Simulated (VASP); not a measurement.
Band structure of Be$_{2}$C (antifluorite). Level of theory: PBE GGA with D3 dispersion (zero damping), VASP's PBE PAW potentials (set 64) (plane waves; VASP).

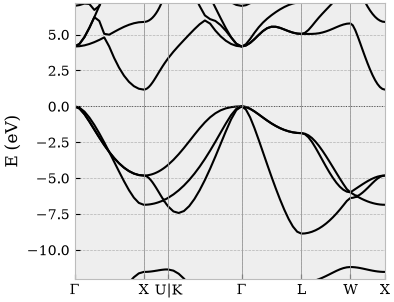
Figure: Bands along high-symmetry lines, zero at the valence-band maximum or, without a gap, the Fermi level

**Question.** Read the plot: is there a gap, and where are the band edges?

**Answer.** The gap is indirect, 1.17 eV, from the valence maximum at Γ to the conduction minimum at X. (Edges off the drawn lines would not show.)

The compound is Be2C in the antifluorite structure. It was relaxed first.
